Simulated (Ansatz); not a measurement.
# Fields on a plane of ZnAg (CsCl type)

```
CELL_PARAMETERS angstrom
      3.07686     0.00000     0.00000
      0.00000     3.07686     0.00000
      0.00000     0.00000     3.07686
ATOMIC_POSITIONS crystal
  Zn 0.50000 0.50000 0.50000
  Ag 0.00000 0.00000 0.00000
```

The slice is a {210} plane (indices of the conventional cell) through the point (0.000, 0.000, 0.000) (fractional), spanned by u = [100] and v = [021] in vectors of this cell: u (3.08 Å) and v (6.88 Å, at 90° to u). It covers one period; positions are fractions (u, v).

Atoms on it: Ag at (0.00, 0.00). Other atoms lie within 1 Å of the plane.

Method: LDA (plane waves to 420 eV, PAW, scalar-relativistic; Ansatz, a program for electronic structure). k mesh 15×15×15. Inside the PAW spheres the values are not all-electron values, and peaks at nuclei hang on which shells count as valence. ZnAg was relaxed with its symmetry unable to fall.

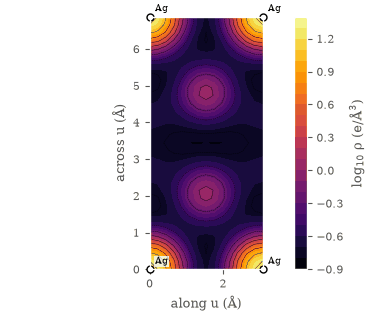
*Log₁₀ of the valence density in e/Å³, one period of the plane, atoms marked. The scale is logarithmic, as a density can span decades between atoms and voids.*

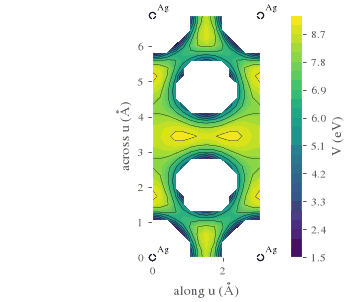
Electrostatic potential energy of an electron, from the cell's mean, in eV, one period of the plane, atoms marked. Points within 1 Å of a nucleus are left white, as the pseudised field means little there. The zero, the cell's mean, hangs on the PAW cores.
